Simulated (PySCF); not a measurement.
**C$_{7}$H$_{12}$O$_{2}$Si: density, localisation and related maps**

```csv
atom,x (Å),y (Å),z (Å)
C,2.7278,1.2038,-0.8771
C,2.4982,0.1865,-0.0689
C,1.7617,-1.0556,-0.4561
C,0.5400,-1.2920,0.4329
C,-0.4686,-0.1570,0.3161
O,-1.5940,-0.4874,1.1414
C,-2.6515,0.4105,0.9618
C,-2.8740,0.6900,-0.5163
O,-3.8630,1.2126,-0.9620
Si,-1.2595,0.1279,-1.4076
H,2.3887,1.1990,-1.9003
H,3.2703,2.0770,-0.5577
H,2.8517,0.2111,0.9542
H,1.4477,-0.9887,-1.5002
H,2.4339,-1.9123,-0.3542
H,0.8508,-1.3872,1.4760
H,0.0477,-2.2234,0.1487
H,-0.0103,0.7694,0.7031
H,-3.5371,-0.0216,1.4314
H,-2.4363,1.3810,1.4426
H,-0.6633,1.2007,-2.1949
H,-1.4712,-1.1252,-2.1269
```

Geometry: GFN2-xTB.

Computed with PBE0/pcSseg-1, SCF density, gas phase, non-relativistic in PySCF 2.14.0.

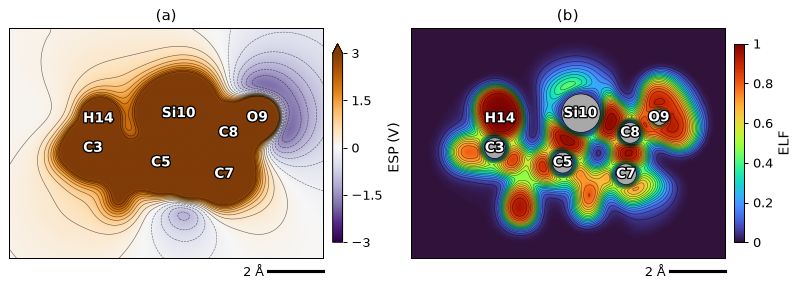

Figure 1. (a) molecular electrostatic potential; (b) ELF on the plane of atoms C5, Si10 and C8. Grey discs cover the atomic cores in the ELF map.

Interpret the plot.

The plane passes through C, O, Si and H nuclei.
C–O (1.20 Å): the ELF peaks at about 0.85 between the atoms; a multiple bond.
C–Si (1.92 Å): the ELF peaks at about 0.95 between the atoms, as expected for a covalent bond.
C–H (1.09 Å): the ELF climbs to about 1 towards the hydrogen, as it does in any bond to H: an ordinary covalent bond to hydrogen.
C–C (1.52 Å): the ELF peaks at about 0.95 between the atoms (a shared electron pair).
The ELF also peaks beside O6 and O9, away from the bonds: lone-pair regions.
Outside the dense part of the molecule the potential is most negative (−1.8 V) near O9.

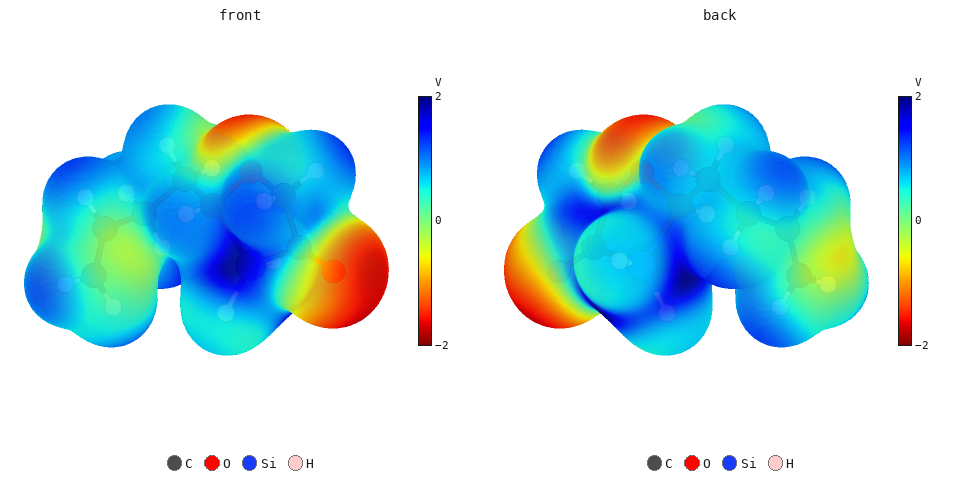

Figure 2. The electrostatic potential painted on the density surface at 0.004 e/bohr³, seen from the front and from behind; the colour scale runs from red (negative) to blue (positive).

Where is the surface potential most negative and most positive?

The most negative region (about −1.7 V, or −39 kcal/mol for a unit charge) lies over O9, the most positive (about +1.9 V, or +44 kcal/mol for a unit charge) over Si10. O9 is the likeliest acceptor of a hydrogen bond.
